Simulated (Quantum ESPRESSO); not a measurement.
## Magnetic state of MnPt from several starts: run 3 (antiferro q=(0,1/2,0) +−)

Quantum ESPRESSO 7.5; PBEsol; plane waves with GBRV 1.5 PBEsol potentials, no spin-orbit coupling.

This order needs a doubled cell of 4 atoms.

pw.in

```
&CONTROL
  calculation = 'scf'
  prefix = 'pwscf'
  outdir = './tmp'
  pseudo_dir = './pseudo'
  disk_io = 'nowf'
/
&SYSTEM
  ibrav = 0
  celldm(1) = 8
  nat = 4
  ntyp = 3
  ecutwfc = 40
  ecutrho = 280
  nbnd = 41
  occupations = 'smearing'
  smearing = 'fd'
  degauss = 0.0110248
  nspin = 2
  starting_magnetization(1) = 0.2333
  starting_magnetization(2) = -0.2333
  starting_magnetization(3) = 0
/
&ELECTRONS
  conv_thr = 8d-09
  electron_maxstep = 150
  mixing_beta = 0.3
/
ATOMIC_SPECIES
Mn1    54.9380 mn_pbesol_v1.5.uspp.F.UPF
Mn2    54.9380 mn_pbesol_v1.5.uspp.F.UPF
Pt    195.0840 pt_pbesol_v1.4.uspp.F.UPF
CELL_PARAMETERS alat
   0.6684906165864    0.0000000000000    0.0000000000000
   0.0000000000000    1.3369812331727    0.0000000000000
   0.0000000000000    0.0000000000000    0.8645497020163
ATOMIC_POSITIONS crystal
Mn1     0.0000000000    0.0000000000    0.0000000000
Mn2     0.0000000000    0.5000000000    0.0000000000
Pt      0.5000000000    0.2500000000    0.5000000000
Pt      0.5000000000    0.7500000000    0.5000000000
K_POINTS automatic
14 7 10 0 0 0
```

Run with:

```sh
$ OMP_NUM_THREADS=1 mpirun -n 4 pw.x -nk 4 -in pw.in > pw.out
```

Q: Predict the spin moment in the atom's sphere.

Opposed moments of equal size cancel, so the cell has no net moment. Symmetry leaves 2 kinds of site among the 4 atoms, and equivalent atoms carry values of equal size.

Spin moment in the atom's sphere by atom:

```csv
atom,spin moment in the atom's sphere (μB)
Mn1,3.66
Mn2,-3.66
Pt3,0.00
Pt4,0.00
```

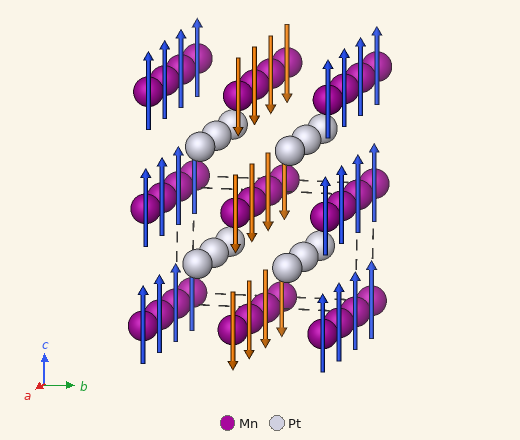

Spin moment in the atom's sphere as arrows, the longest 3.66 μB. Up and down stand for the sign. Arrows give size and sign along the axis of quantisation, drawn up and down the page. The two directions have two colours. 3×1×2 cells are drawn. Some periodic images of atoms are drawn too.

Numbers from this step:

* magnetization: 0 μB
* absolute magnetization: 7.856 μB
* final state: antiferromagnetic

[Logs and program files are shortened in this print: banners, set-up blocks, solver, clock and traceback lines can be left out without a mark of their own.]

[Logs are printed without paths, hosts, clocks, repeated set-up lines and the standing remarks that a program may print on its own settings, such as how far it seeks lower states.]

[Hosts, paths, dates, database ids (printed as entryN), source tags and the programs' standing remarks are cut or masked in the printed files.]

[Where a cell is said to come from a database of computed structures, the database is the Materials Project.]
